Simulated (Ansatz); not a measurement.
# Run report: GaH$_{4}$F, geometry relaxation

System: GaH$_{4}$F.
Method: RKS PBE-D4/def2-SVP (Ansatz 0.2.0).

The input holds or restrains some coordinates. It belongs to a series of runs on one base structure; here: pulled along the bonds that form and break, towards end A.

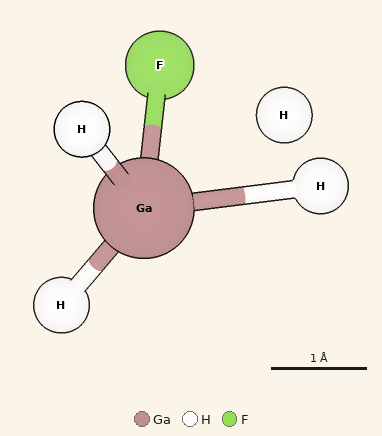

Figure 1. The structure as given in the input (ball-and-stick view, seen at a tilt). Sticks mark near contacts. Bond lengths as drawn: F–Ga 2.00 Å and Ga–H 1.57 to 1.92 Å.

**Input**
```yaml
crystal:
  periodic: [false, false, false]
  atoms:
    - { symbol: Ga, position_ang: [0.0, 0.0, 0.0] }
    - { symbol: H, position_ang: [0.0, 0.0, 1.92] }
    - { symbol: H, position_ang: [1.3596, 0.0, -0.785] }
    - { symbol: H, position_ang: [-1.3596, 0.0, -0.785] }
    - { symbol: F, position_ang: [0.0836, -1.8961, 0.6306] }
    - { symbol: H, position_ang: [0.0448, -1.0158, 1.7717] }
basis:
  gaussian: { orbitals: def2-SVP }
hamiltonian:
  xc: pbe
  dispersion: d4
relax:
  f_tol: 0.15
  max_steps: 25
  restrain:
    - { distance: [0, 4], at: 2.9, k: 30.0 }
    - { distance: [5, 1], at: 1.86, k: 30.0 }
    - { distance: [0, 1], at: 1.57, k: 30.0 }
    - { distance: [5, 4], at: 0.92, k: 30.0 }
output:
  orbitals: {}
```

Hardware: 1 thread of Arm Neoverse V1, 24 GiB of memory available, shared host.

Launched with:
```bash
ansatz run input.yaml --threads 1 --pin off --max-ram 2048MiB --backend cpu --events-out ev --progress --plain --runs-dir out
```

**Output**
```
The last accepted step is kept in [file] (removed where the run ends without a failure and the disk answers)
Engine: ansatz 0.2.0, aarch64-unknown-linux-gnu
Functional definition: PBE
  parameter kappa = 0.804
  parameter beta = 0.06672455060314922
  exchange = pbe_x(kappa = kappa, mu = beta*pi^2/3)
  correlation = pbe_c(beta = beta)
735 factors; their error is unknown
mean field evaluation 1: about -55135.4900 eV, gradient 4.6e1 eV
mean field evaluation 2: about -55039.7426 eV, gradient 1.9e2 eV
mean field evaluation 4: about -55138.7635 eV, gradient 8.3e0 eV
mean field evaluation 8: about -55138.8467 eV, gradient 1.6e-1 eV
mean field evaluation 16: about -55138.8135 eV, gradient 4.4e-5 eV
mean field -55138.81352970 eV, -2026.3140227862 hartree, gradient 4.4e-5 eV, S^2 0.000000; 0 other end points of the search recorded, 0 dependent functions left out
the calculation of the forces begins
reference -55138.81356603 eV, -2026.3140241215 hartree; 22, 22 occupied and 44, 44 virtual orbitals, 735 factors
relax step   1: F+E_penalty+E_count = -55138.89193431 eV  Δ(F+E_penalty+E_count) = +0.000e0 eV  max|allowed force component| = 2.154e0 eV/Å  E_restraint = 28.46608749 eV  max|allowed force component, restraints' pulls added| = 3.325e1 eV/Å  Δτ_max = 0.0000 Å  (24 SCF iters, accepted)
  distance Ga 0 - F 4 = 2.0000 Å
  distance H 5 - H 1 = 1.0275 Å
  distance Ga 0 - H 1 = 1.9200 Å
  distance H 5 - F 4 = 1.4417 Å
these checks for a lower state are left out or cut short: starts, cluster_reference, orbital_swaps, neighbouring_geometries, increment
735 factors; their error is unknown
mean field -55138.73644391 eV, -2026.3111899359 hartree, gradient 1.5e-5 eV, S^2 0.000000; 0 other end points of the search recorded, 0 dependent functions left out
the calculation of the forces begins
reference -55138.73647982 eV, -2026.3111912555 hartree; 22, 22 occupied and 44, 44 virtual orbitals, 735 factors
relax step   2: F+E_penalty+E_count = -55138.80413747 eV  Δ(F+E_penalty+E_count) = +8.780e-2 eV  max|allowed force component| = 2.509e0 eV/Å  E_restraint = 13.29367444 eV  max|allowed force component, restraints' pulls added| = 2.284e1 eV/Å  Δτ_max = 0.1950 Å  (34 SCF iters, accepted)
  distance Ga 0 - F 4 = 2.2364 Å
  distance H 5 - H 1 = 1.3355 Å
  distance Ga 0 - H 1 = 1.8351 Å
  distance H 5 - F 4 = 1.2371 Å
these checks for a lower state are left out or cut short: starts, cluster_reference, orbital_swaps, neighbouring_geometries, increment
735 factors; their error is unknown
mean field evaluation 32: about -55139.1688 eV, gradient 2.5e-5 eV
mean field -55139.16880609 eV, -2026.3270789530 hartree, gradient 2.5e-5 eV, S^2 0.000000; 0 other end points of the search recorded, 0 dependent functions left out
the calculation of the forces begins
reference -55139.16884146 eV, -2026.3270802528 hartree; 22, 22 occupied and 44, 44 virtual orbitals, 735 factors
relax step   3: F+E_penalty+E_count = -55139.23258790 eV  Δ(F+E_penalty+E_count) = -4.285e-1 eV  max|allowed force component| = 1.824e0 eV/Å  E_restraint = 3.91439862 eV  max|allowed force component, restraints' pulls added| = 1.084e1 eV/Å  Δτ_max = 0.1949 Å  (31 SCF iters, accepted)
  distance Ga 0 - F 4 = 2.4940 Å
  distance H 5 - H 1 = 1.6195 Å
  distance Ga 0 - H 1 = 1.7358 Å
  distance H 5 - F 4 = 1.0242 Å
these checks for a lower state are left out or cut short: starts, cluster_reference, orbital_swaps, neighbouring_geometries, increment
735 factors; their error is unknown
mean field -55139.14447264 eV, -2026.3261847152 hartree, gradient 4.5e-5 eV, S^2 0.000000; 0 other end points of the search recorded, 0 dependent functions left out
the calculation of the forces begins
reference -55139.14450743 eV, -2026.3261859937 hartree; 22, 22 occupied and 44, 44 virtual orbitals, 735 factors
relax step   4: F+E_penalty+E_count = -55139.20582043 eV  Δ(F+E_penalty+E_count) = +2.677e-2 eV  max|allowed force component| = 1.842e0 eV/Å  E_restraint = 0.17306696 eV  max|allowed force component, restraints' pulls added| = 4.939e0 eV/Å  Δτ_max = 0.1946 Å  (29 SCF iters, accepted)
  distance Ga 0 - F 4 = 2.7969 Å
  distance H 5 - H 1 = 1.8651 Å
  distance Ga 0 - H 1 = 1.5931 Å
  distance H 5 - F 4 = 0.9011 Å
these checks for a lower state are left out or cut short: starts, cluster_reference, orbital_swaps, neighbouring_geometries, increment
735 factors; their error is unknown
mean field -55139.36419405 eV, -2026.3342593281 hartree, gradient 4.5e-5 eV, S^2 0.000000; 0 other end points of the search recorded, 0 dependent functions left out
the calculation of the forces begins
reference -55139.36422885 eV, -2026.3342606068 hartree; 22, 22 occupied and 44, 44 virtual orbitals, 735 factors
relax step   5: F+E_penalty+E_count = -55139.42427488 eV  Δ(F+E_penalty+E_count) = -2.185e-1 eV  max|allowed force component| = 6.300e-1 eV/Å  E_restraint = 0.01042209 eV  max|allowed force component, restraints' pulls added| = 2.181e-1 eV/Å  Δτ_max = 0.1913 Å  (28 SCF iters, accepted)
  distance Ga 0 - F 4 = 2.8839 Å
  distance H 5 - H 1 = 1.8623 Å
  distance Ga 0 - H 1 = 1.5838 Å
  distance H 5 - F 4 = 0.9354 Å
these checks for a lower state are left out or cut short: starts, cluster_reference, orbital_swaps, neighbouring_geometries, increment
735 factors; their error is unknown
mean field -55139.39325419 eV, -2026.3353272683 hartree, gradient 7.5e-6 eV, S^2 0.000000; 0 other end points of the search recorded, 0 dependent functions left out
the calculation of the forces begins
reference -55139.39328912 eV, -2026.3353285519 hartree; 22, 22 occupied and 44, 44 virtual orbitals, 735 factors
relax step   6: F+E_penalty+E_count = -55139.45266311 eV  Δ(F+E_penalty+E_count) = -2.839e-2 eV  max|allowed force component| = 3.773e-1 eV/Å  E_restraint = 0.00823205 eV  max|allowed force component, restraints' pulls added| = 3.158e-1 eV/Å  Δτ_max = 0.1868 Å  (26 SCF iters, accepted)
  distance Ga 0 - F 4 = 2.8894 Å
  distance H 5 - H 1 = 1.8605 Å
  distance Ga 0 - H 1 = 1.5773 Å
  distance H 5 - F 4 = 0.9396 Å
these checks for a lower state are left out or cut short: starts, cluster_reference, orbital_swaps, neighbouring_geometries, increment
735 factors; their error is unknown
mean field -55139.39942462 eV, -2026.3355540275 hartree, gradient 5.6e-5 eV, S^2 0.000000; 0 other end points of the search recorded, 0 dependent functions left out
the calculation of the forces begins
reference -55139.39945966 eV, -2026.3355553153 hartree; 22, 22 occupied and 44, 44 virtual orbitals, 735 factors
relax step   7: F+E_penalty+E_count = -55139.45890710 eV  Δ(F+E_penalty+E_count) = -6.244e-3 eV  max|allowed force component| = 4.537e-1 eV/Å  E_restraint = 0.00660868 eV  max|allowed force component, restraints' pulls added| = 6.841e-2 eV/Å  Δτ_max = 0.0550 Å  (21 SCF iters, accepted)
  distance Ga 0 - F 4 = 2.8891 Å
  distance H 5 - H 1 = 1.8598 Å
  distance Ga 0 - H 1 = 1.5796 Å
  distance H 5 - F 4 = 0.9351 Å
735 factors; their error is unknown
mean field evaluation 64: about -55139.4291 eV, gradient 4.0e-1 eV
```

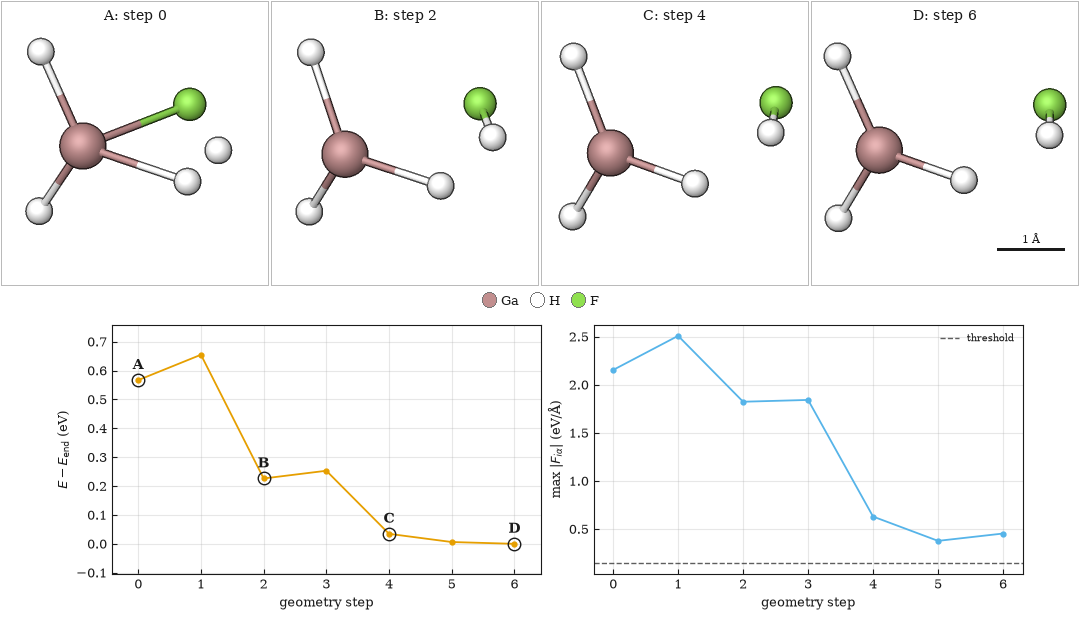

Figure 2. Frames of the restrained relaxation (ball-and-stick view, seen at a tilt) above the curves, on which the letters mark them (the first geometry is step 0 here and step 1 in the log).

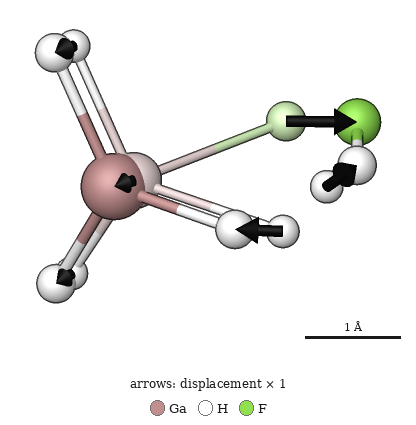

Figure 3. Start (faint) and end (solid) with the displacements as black arrows, at true length (ball-and-stick view, seen at a tilt). The two geometries are laid on each other by the best rigid fit. F5 moves most after the best rigid fit: 0.75 Å. Largest moves by element: F 0.75 Å, H 0.56 Å, Ga 0.24 Å. Among the contacts that change: Ga1–F5 2.000 → 2.889 Å, F5–H6 1.442 → 0.935 Å, Ga1–H2 1.920 → 1.580 Å, Ga1–H3 1.570 → 1.575 Å. New bonds form: F5–H6 (1.44 → 0.94 Å). Bonds break: Ga1–F5 (2.00 → 2.89 Å). Among the angles that change: H3–Ga1–H4 120.0° → 123.9°. The energy falls by 0.567 eV in 6 geometry steps. The largest force component goes from 2.2 to 0.45 eV/Å. (Atoms are counted from 1 in the order of the input.)

```
mean field -55139.39942462 eV, -2026.3355540275 hartree, gradient 5.6e-5 eV, S^2 0.000000; 1 other end points of the search recorded, 0 dependent functions left out
the calculation of the forces begins
reference -55139.39945966 eV, -2026.3355553153 hartree; 22, 22 occupied and 44, 44 virtual orbitals, 735 factors
Total energy: -55139.45894214 eV, -2026.3377412561 hartree
Atom 0 at    -0.002364     0.240071    -0.071025 Å, force     0.005788    -0.303798    -0.147248 eV/Å
Atom 1 at     0.005215     0.241513     1.508570 Å, force     0.004562    -0.020141     0.305611 eV/Å
Atom 2 at     1.381679     0.311846    -0.818507 Å, force     0.001521     0.000913    -0.003205 eV/Å
Atom 3 at    -1.396801     0.254221    -0.802650 Å, force    -0.000278    -0.001661    -0.003661 eV/Å
Atom 4 at     0.077975    -2.357095     1.191933 Å, force    -0.001748    -0.115251    -0.453665 eV/Å
Atom 5 at     0.062696    -1.602456     1.743979 Å, force    -0.009845     0.439938     0.302167 eV/Å
Dipole moment:    -0.004634     0.238515     0.145333 e Å
```

**Trajectory as extended XYZ (Å, eV, eV/Å), 7 frames, from step=1 to step=7**
```
6
Properties=species:S:1:pos:R:3:forces:R:3 step=1 energy=-55138.89193
Ga    0.0000    0.0000    0.0000    0.1259  -2.1541  -0.3806
H     0.0000    0.0000    1.9200    0.0393  -0.8402  -0.1116
H     1.3596    0.0000   -0.7850    0.3284   0.6925   0.3952
H    -1.3596    0.0000   -0.7850   -0.3422   0.5846   0.4485
F     0.0836   -1.8961    0.6306   -0.1112   0.7224   0.8572
H     0.0448   -1.0158    1.7717   -0.0402   0.9949  -1.2088
6
Properties=species:S:1:pos:R:3:forces:R:3 step=2 energy=-55138.80414
Ga   -0.0042    0.1221    0.0245    0.1521  -1.7250   0.3380
H    -0.0058    0.1330    1.8597    0.0259  -0.4278  -0.9363
H     1.3609    0.0086   -0.7796    0.0467   0.5408   0.3845
H    -1.3620    0.0075   -0.7795   -0.1274   0.4608   0.3750
F     0.0871   -1.9936    0.7439   -0.1473   2.2269   2.3474
H     0.0525   -1.1895    1.6834    0.0500  -1.0758  -2.5086
6
Properties=species:S:1:pos:R:3:forces:R:3 step=3 energy=-55139.23259
Ga   -0.0090    0.2702    0.0456    0.1621  -1.5976   0.2902
H    -0.0103    0.2406    1.7811    0.0037   0.1876  -1.0631
H     1.3578    0.0141   -0.7745   -0.2025   0.5735   0.3872
H    -1.3608    0.0122   -0.7754    0.0757   0.5090   0.3358
F     0.0905   -2.0813    0.8707   -0.1082   1.8236   1.6182
H     0.0602   -1.3677    1.6048    0.0692  -1.4963  -1.5683
6
Properties=species:S:1:pos:R:3:forces:R:3 step=4 energy=-55139.20582
Ga   -0.0092    0.3990    0.0255    0.0289  -1.6651  -0.2734
H    -0.0115    0.3200    1.6167   -0.0018   0.3742   0.0972
H     1.3350    0.0677   -0.7513    0.0691   0.5485   0.0719
H    -1.3481    0.0617   -0.7572   -0.0767   0.5242   0.0808
F     0.0944   -2.2169    1.0102    0.0486  -1.6243  -1.7523
H     0.0678   -1.5433    1.6083   -0.0681   1.8424   1.7758
6
Properties=species:S:1:pos:R:3:forces:R:3 step=5 energy=-55139.42427
Ga   -0.0095    0.2821   -0.0251    0.0502  -0.6300  -0.1373
H    -0.0108    0.3114    1.5585    0.0085  -0.0213   0.2276
H     1.3621    0.2064   -0.7749    0.1478   0.1532  -0.0397
H    -1.3762    0.1874   -0.7756   -0.1876   0.1390  -0.0561
F     0.0865   -2.3516    1.1457   -0.0114  -0.0602  -0.4514
H     0.0764   -1.5477    1.6237   -0.0073   0.4193   0.4569
6
Properties=species:S:1:pos:R:3:forces:R:3 step=6 energy=-55139.45266
Ga   -0.0036    0.2505   -0.0917    0.0130  -0.3773  -0.0400
H     0.0070    0.2110    1.4851    0.0002   0.0669   0.3516
H     1.3901    0.3250   -0.8181   -0.0053   0.0182  -0.0516
H    -1.4056    0.2632   -0.8052    0.0030   0.0179  -0.0477
F     0.0713   -2.3393    1.1874   -0.0016   0.0295  -0.2786
H     0.0692   -1.6225    1.7948   -0.0092   0.2449   0.0662
6
Properties=species:S:1:pos:R:3:forces:R:3 step=7 energy=-55139.45891
Ga   -0.0024    0.2401   -0.0710    0.0058  -0.3038  -0.1472
H     0.0052    0.2415    1.5086    0.0046  -0.0201   0.3056
H     1.3817    0.3118   -0.8185    0.0015   0.0009  -0.0032
H    -1.3968    0.2542   -0.8026   -0.0003  -0.0017  -0.0037
F     0.0780   -2.3571    1.1919   -0.0017  -0.1153  -0.4537
H     0.0627   -1.6025    1.7440   -0.0098   0.4399   0.3022
```

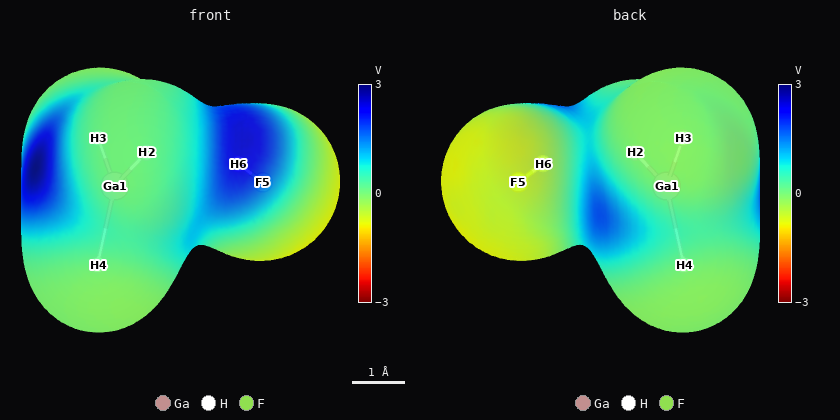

Figure 4. The molecular electrostatic potential painted on the density surface at 0.002 e/bohr³, seen at a tilt and from behind; red is negative and blue positive.

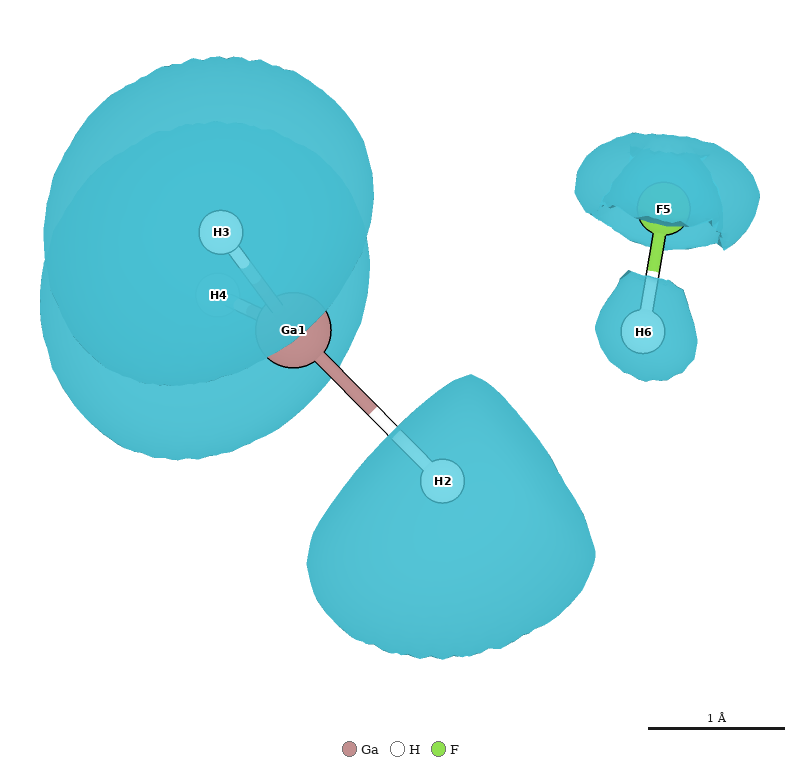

Figure 5. Isosurface of the ELF at 0.85 (cyan), seen from the side. Core shells and regions of very low density are left out. Values along the shortest contacts:

**Results in brief**

```csv
quantity,value
outcome,converged under the restraints of the input
total energy,−55139.4589 eV
mean-field energy,−55139.3995 eV
"largest force (length of the vector) at the end, held atoms and coordinates included",0.534 eV/Å
wall time,10 s
peak memory,0.11 GiB
```
